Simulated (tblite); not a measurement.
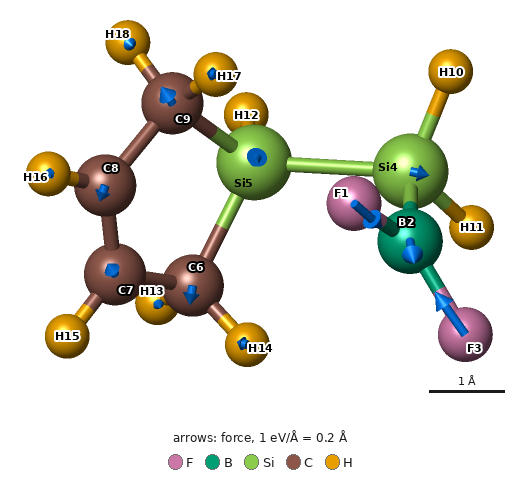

Starting geometry of C₄H₉BF₂Si₂ with the computed forces as blue arrows. A ball-and-stick model, seen face on.

All numbers below come from GFN2-xTB geometry optimisation, gas phase in tblite 0.8.0. 

Question: What follows when this structure is relaxed?

Answer: It isn't relaxed: the largest force vector, on F3, is 3.58 eV/Å. The final displacements follow the starting forces only in part (cosine between the two patterns 0.37). F1 moves most after the best rigid fit: 0.79 Å. By element the largest moves are F 0.79 Å, H 0.23 Å, B 0.19 Å, Si 0.12 Å, C 0.11 Å. Near-neighbour distances that change, for instance: B2–F3 1.463 → 1.323 Å, F1–B2 1.438 → 1.323 Å, Si4–Si5 2.231 → 2.333 Å, Si5–C9 1.844 → 1.919 Å. Among the angles between lasting bonds that change: F1–B2–F3 119.2° → 111.9°, H10–Si4–H11 110.4° → 104.3°, H17–C9–H18 110.7° → 106.1°. Groups turn about B2–Si4 by about 30°. The energy falls by 22.0 kcal/mol in 88 geometry steps. Cost: 0.77 s on 1 thread of Arm Neoverse V1 (shared host).
